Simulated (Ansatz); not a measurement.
## Run report: SnH₃Cl₂O₃, geometry relaxation (part 2 of 2)

The same run, continued: SnH₃Cl₂O₃, multiplicity 2; UKS PBE/def2-SVP (Ansatz 0.2.0). It belongs to a series of runs on one base structure; here: end point B relaxed.

Geometry of the input (Å):
```
Sn -0.0343  -0.0368  -0.1541
Cl 0.0084  0.0336  3.4432
O  1.7879  0.0004  -1.0170
H  2.2401  -0.8483  -0.8316
O  -0.8667  1.5797  -1.0297
H  -1.8366  1.5394  -0.9124
O  -1.0057  -1.7094  -0.7928
H  -1.3725  -2.1958  -0.0313
Cl -0.0128  -0.0113  5.5029
```

Trajectory as extended XYZ (Å, eV, eV/Å), 11 of the 34 frames kept, from step=1 to step=34:
```
9
Properties=species:S:1:pos:R:3:forces:R:3 step=1 energy=-37036.57789
Sn   -0.0343   -0.0368   -0.1541    0.0024   0.0181   0.2953
Cl    0.0084    0.0336    3.4432    0.0042   0.0120  -1.0135
O     1.7879    0.0004   -1.0170   -0.0148  -0.0093   0.0206
H     2.2401   -0.8483   -0.8316    0.0053   0.0147  -0.0144
O    -0.8667    1.5797   -1.0297    0.0745  -0.0231   0.0058
H    -1.8366    1.5394   -0.9124   -0.0599   0.0052   0.0028
O    -1.0057   -1.7094   -0.7928    0.0669   0.0942  -0.1137
H    -1.3725   -2.1958   -0.0313   -0.0681  -0.0905   0.1371
Cl   -0.0128   -0.0113    5.5029   -0.0106  -0.0212   0.6800
9
Properties=species:S:1:pos:R:3:forces:R:3 step=4 energy=-37037.06833
Sn   -0.0255   -0.0229    0.0796   -0.0147  -0.0364  -0.0470
Cl   -0.0039    0.0169    2.8594    0.0100   0.0289  -1.5452
O     1.7757    0.0291   -0.8180   -0.0514  -0.0383   0.1759
H     2.2005   -0.8530   -0.7676   -0.0405   0.0410   0.0525
O    -0.8392    1.5788   -0.8317   -0.0051  -0.0601   0.1762
H    -1.8162    1.4989   -0.8397    0.0520  -0.0184   0.0578
O    -0.9791   -1.6671   -0.6319    0.0636   0.1148   0.1625
H    -1.3797   -2.1996    0.0844    0.0046   0.0054   0.0522
Cl   -0.0249   -0.0296    5.0427   -0.0184  -0.0369   0.9150
9
Properties=species:S:1:pos:R:3:forces:R:3 step=8 energy=-37037.60511
Sn   -0.0342   -0.0397   -0.0552   -0.0013   0.0119   0.1387
Cl    0.0004    0.0419    2.3532    0.0083   0.0270  -0.0807
O     1.8088    0.0050   -0.7805    0.1440  -0.1791   0.0024
H     2.2507   -0.8516   -0.5857   -0.0837   0.1912  -0.0383
O    -0.8685    1.6025   -0.7877   -0.1620   0.0220  -0.0210
H    -1.8415    1.5488   -0.6655    0.1492   0.0204  -0.0143
O    -1.0158   -1.6979   -0.5671   -0.0847  -0.1286   0.0104
H    -1.3319   -2.1634    0.2361    0.0440   0.0660  -0.0210
Cl   -0.0602   -0.0941    5.0296   -0.0137  -0.0307   0.0238
9
Properties=species:S:1:pos:R:3:forces:R:3 step=11 energy=-37037.66082
Sn   -0.0400   -0.0313   -0.0817   -0.0366  -0.0284  -0.1702
Cl    0.1134    0.3332    2.2959    0.0172   0.0342   0.0917
O     1.7758   -0.0217   -0.8938   -0.0372  -0.1203   0.0785
H     2.2848   -0.7928   -0.5650   -0.0408   0.0747  -0.0350
O    -0.8624    1.5609   -0.9453   -0.1120  -0.1046   0.0782
H    -1.8095    1.6092   -0.6926    0.1108   0.0060  -0.0386
O    -1.0827   -1.7290   -0.3760    0.1153   0.1146   0.5002
H    -1.2434   -2.0956    0.5284   -0.0054   0.0502  -0.3681
Cl   -0.2283   -0.4814    4.9075   -0.0113  -0.0265  -0.1368
9
Properties=species:S:1:pos:R:3:forces:R:3 step=14 energy=-37037.76330
Sn   -0.0145    0.0205   -0.0311    0.0280   0.0742  -0.0688
Cl    0.2724    0.6664    2.2792   -0.0082  -0.0170   0.0643
O     1.7556   -0.0676   -0.9239   -0.0430  -0.0026   0.0205
H     2.2736   -0.8066   -0.5472    0.0261  -0.0255   0.0048
O    -0.8958    1.5055   -1.0102    0.0121  -0.0505   0.0263
H    -1.8231    1.5848   -0.7088   -0.0223   0.0081  -0.0041
O    -1.0411   -1.6875   -0.1304    0.0132   0.0182   0.0192
H    -1.2227   -2.0214    0.7716    0.0012   0.0048   0.0939
Cl   -0.3969   -0.8427    4.4781   -0.0072  -0.0096  -0.1561
9
Properties=species:S:1:pos:R:3:forces:R:3 step=17 energy=-37037.90956
Sn    0.0026    0.0566    0.0072   -0.0453  -0.0860   0.0487
Cl    0.3584    0.8608    2.2681    0.0079   0.0186   0.0273
O     1.7493   -0.0963   -0.9182   -0.0096   0.0083   0.0053
H     2.2641   -0.8340   -0.5327   -0.0172  -0.0035   0.0055
O    -0.9210    1.4697   -1.0326    0.0135  -0.0106   0.0026
H    -1.8415    1.5625   -0.7138    0.0019  -0.0142   0.0039
O    -1.0171   -1.6548    0.0978    0.0226   0.0490  -0.0482
H    -1.1624   -1.9146    1.0319    0.0520   0.0709   0.1892
Cl   -0.5247   -1.0983    3.9695   -0.0257  -0.0325  -0.2343
9
Properties=species:S:1:pos:R:3:forces:R:3 step=21 energy=-37038.09072
Sn   -0.0069    0.0681    0.0410   -0.0021  -0.0532   0.0456
Cl    0.3832    0.9906    2.2821   -0.0117  -0.0023  -0.0023
O     1.7582   -0.1071   -0.8469    0.0059  -0.0083  -0.0007
H     2.2123   -0.9065   -0.5088   -0.0360   0.0289  -0.0075
O    -0.9298    1.4605   -1.0262    0.0066   0.0057  -0.0060
H    -1.8687    1.5035   -0.7515    0.0182  -0.0126  -0.0011
O    -1.0314   -1.6044    0.3175    0.0010   0.0264  -0.0228
H    -1.0360   -1.7387    1.3070   -0.0122  -0.0126  -0.0797
Cl   -0.5732   -1.3145    3.3631    0.0302   0.0280   0.0744
9
Properties=species:S:1:pos:R:3:forces:R:3 step=24 energy=-37038.10203
Sn   -0.0385    0.0830    0.0736    0.0019   0.0004  -0.0088
Cl    0.2862    1.0601    2.2973   -0.0174   0.0080   0.0024
O     1.7476   -0.1239   -0.7605    0.0366  -0.0237   0.0096
H     2.1659   -0.9461   -0.4324   -0.0071   0.0112  -0.0025
O    -0.8948    1.4718   -1.0514   -0.0203   0.0006   0.0075
H    -1.8483    1.5105   -0.8333    0.0075   0.0044  -0.0065
O    -1.1311   -1.5551    0.2925   -0.0199   0.0050   0.0103
H    -1.0725   -1.7694    1.2616   -0.0010   0.0024   0.0008
Cl   -0.3069   -1.3794    3.3299    0.0198  -0.0082  -0.0128
9
Properties=species:S:1:pos:R:3:forces:R:3 step=27 energy=-37038.13063
Sn   -0.0934    0.1069    0.1228    0.0332  -0.0993   0.0072
Cl    0.1061    1.1777    2.3215   -0.0238  -0.0497   0.0448
O     1.7398   -0.1920   -0.5813    0.0618  -0.2699   0.1536
H     2.0793   -1.0424   -0.2153   -0.0926   0.2829  -0.1049
O    -0.8531    1.4988   -1.0670   -0.5668   0.0260   0.0375
H    -1.8377    1.5144   -0.9498    0.5841  -0.0220  -0.0578
O    -1.3064   -1.4605    0.2665    0.0986  -0.2324   0.7848
H    -1.1391   -1.8022    1.2025   -0.1171   0.2905  -0.7545
Cl    0.2122   -1.4491    3.0773    0.0226   0.0738  -0.1108
9
Properties=species:S:1:pos:R:3:forces:R:3 step=31 energy=-37038.25609
Sn   -0.1267    0.0103    0.2261   -0.1603  -0.1722  -0.3375
Cl   -0.0331    1.2555    2.3509    0.0363   0.1297   0.2746
O     1.6842   -0.3286   -0.4995    0.4996  -0.5749   0.5426
H     2.1458   -0.9313    0.1531   -0.4317   0.5822  -0.5603
O    -0.7814    1.4234   -1.0096    0.0285   0.0320  -0.0133
H    -1.7563    1.4618   -0.9503   -0.0490  -0.0126  -0.0063
O    -1.6111   -1.3317    0.2874    0.2173  -0.0247   0.2384
H    -1.3825   -1.8802    1.0755   -0.1508   0.0629  -0.1863
Cl    0.7687   -1.3276    2.5437    0.0101  -0.0223   0.0480
9
Properties=species:S:1:pos:R:3:forces:R:3 step=34 energy=-37038.28176
Sn   -0.1262    0.0132    0.2103   -0.0034   0.0095   0.0033
Cl    0.0604    1.2277    2.3905    0.0022  -0.0070  -0.0006
O     1.6940   -0.3425   -0.4913   -0.0020   0.0056  -0.0122
H     2.1560   -0.8406    0.2164    0.0059  -0.0037   0.0030
O    -0.8022    1.4293   -1.0096   -0.0039  -0.0003  -0.0005
H    -1.7803    1.3856   -1.0158    0.0118  -0.0064   0.0040
O    -1.6368   -1.2835    0.2946   -0.0122  -0.0052  -0.0038
H    -1.4527   -1.8646    1.0634    0.0023   0.0021  -0.0026
Cl    0.7955   -1.3731    2.5188   -0.0006   0.0054   0.0094
```

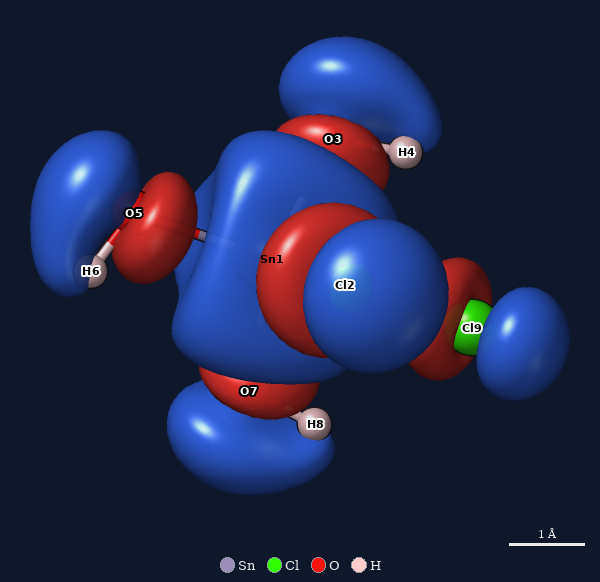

Fig. 1: One frontier orbital at ±0.06 Å⁻³ᐟ² (red and blue are the two phases), seen face on. The LUMO (α), at −3.54 eV. Its weight (Hirshfeld) is mainly on Sn1 (35 %), O3 (15 %), O7 (15 %), Cl2 (15 %) and O5 (10 %).

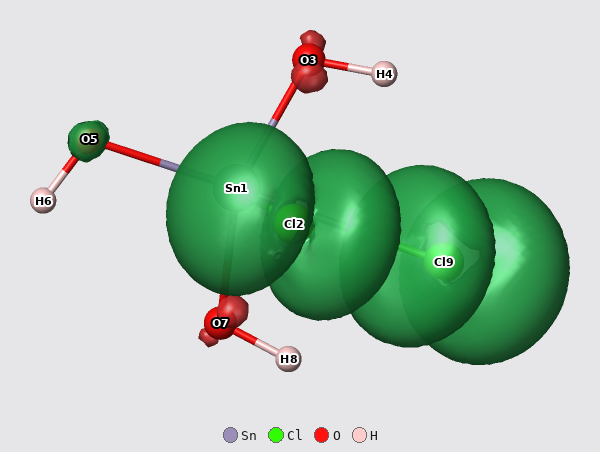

Fig. 2: Isosurfaces of the spin density at +0.008 (green) and −0.008 e/Å³ (red), seen face on. The unpaired spin (1 electron) lies mostly on Cl9 (about 0.6) and Cl2 (about 0.4), in electrons by Hirshfeld's partition.

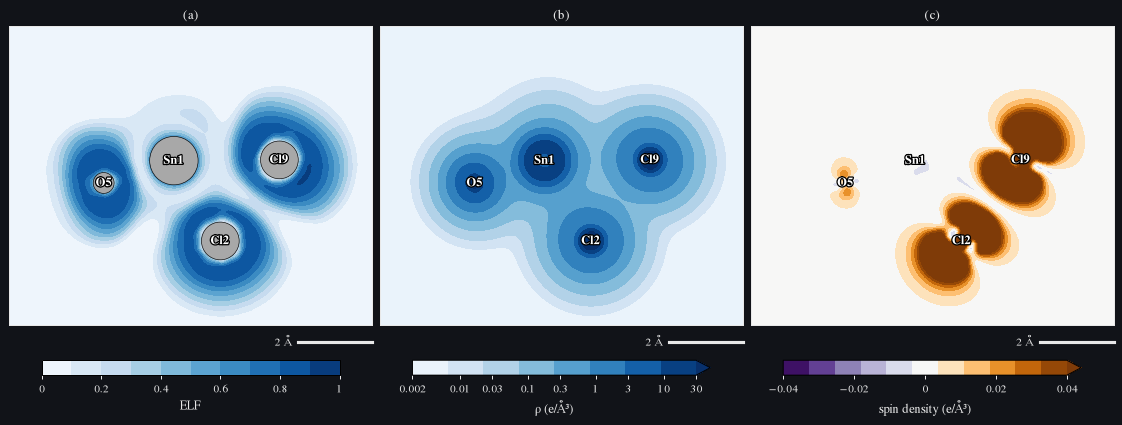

Fig. 3: (a) electron localisation function; (b) electron density; (c) spin density on the plane of atoms Cl2, Sn1 and Cl9. Grey discs, where drawn, cover atomic cores. Atoms in the plane: Sn, Cl and O. Sn–O (1.99 Å): ρ at the midpoint is about 0.73 e/Å³; the ELF peaks at about 0.80 in the valence shell of O, 0.6 Å from its nucleus, and drops to about 0.15 between the two atoms. Sn–Cl (2.50 Å): ρ at the midpoint is about 0.41 e/Å³; the ELF peaks at about 0.85 in the valence shell of Cl, 0.8 Å from its nucleus, and drops to about 0.15 between the two atoms. The unpaired spin (1 electron) lies mostly on Cl9 (about 0.6) and Cl2 (about 0.4), in electrons by Hirshfeld's partition.

Summary:

```tsv
quantity	value
outcome	converged
total energy	−37038.2818 eV
mean-field energy	−37038.2818 eV
⟨S²⟩	0.752
largest force (length of the vector) at the end	0.014 eV/Å
wall time	70 s (CPU time 4.4 min)
peak memory	0.24 GiB
```
